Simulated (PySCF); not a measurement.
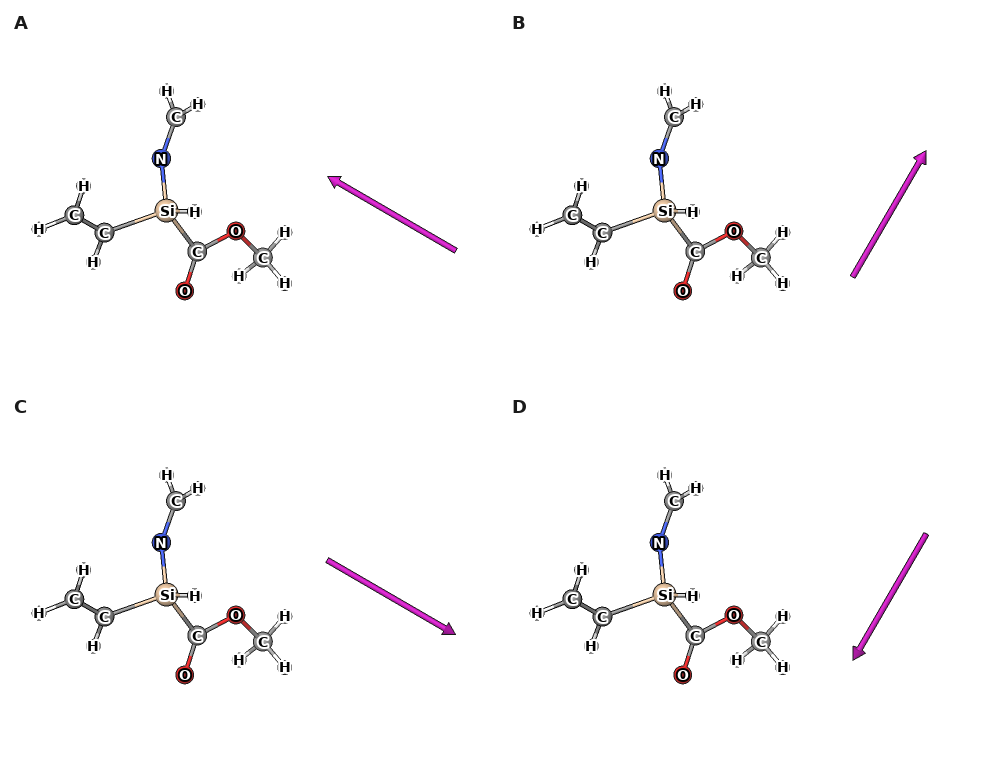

The same molecule four times, each with an arrow. Computed geometry: GFN2-xTB optimisation. No frequency run is at hand to confirm it as a minimum. Level of theory: PBE0/pcSseg-1, gas phase (PySCF 2.14.0).

Which arrow points along the dipole moment, from the negative to the positive end?

B. The dipole moment is 2.84 D.

The geometry is semi-empirical. Around Si such bond lengths and angles can be off by a tenth of an ångström or more and by several degrees, and values that hang on the shape move with them.
